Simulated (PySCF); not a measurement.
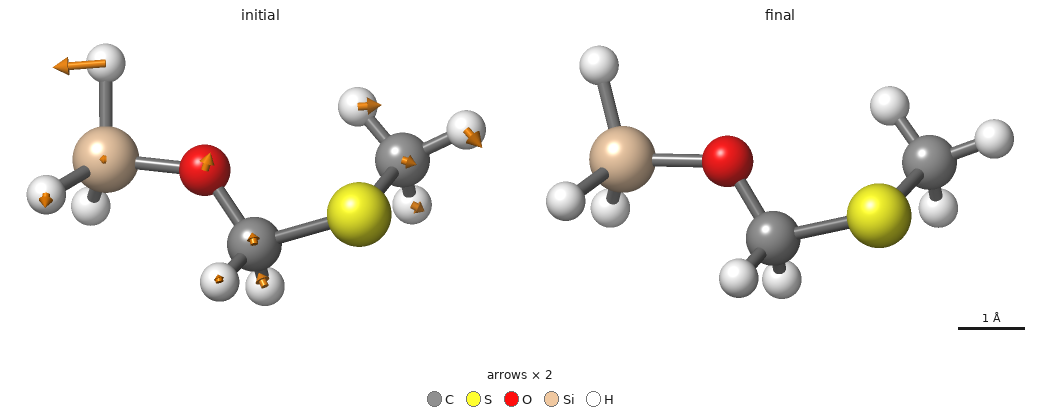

The structure of C2H8OSSi before (left) and after (right) a relaxation, at one scale. The orange arrows give the displacements, 2 times their true length.

Style: ball-and-stick. Shown at a tilt.

The start comes from GFN2-xTB. Its atoms were then displaced at random by about 0.01 Å.

Level of theory: PBE0-D3(BJ)/def2-SVP geometry optimisation, gas phase in PySCF. 

### Describe what moved and what it gained.

Over 6 geometry steps the energy falls by 6.82 kcal/mol. An H atom moves most after the best rigid fit: 0.41 Å. By element the largest moves are H 0.41 Å, O 0.14 Å, C 0.12 Å, Si 0.05 Å, S 0.02 Å. Some distances before and after: O–Si 1.586 → 1.670 Å, H–Si 1.445 → 1.496 Å, C–H 1.060 → 1.101 Å, C–H 1.079 → 1.106 Å. Bond angles that change, for instance: O–Si–H 97.6° → 106.4°, C–O–Si 132.0° → 123.7°, H–Si–H 115.6° → 110.7°. Cost: 40 s on 1 thread of Arm Neoverse V1, with other jobs on the host.
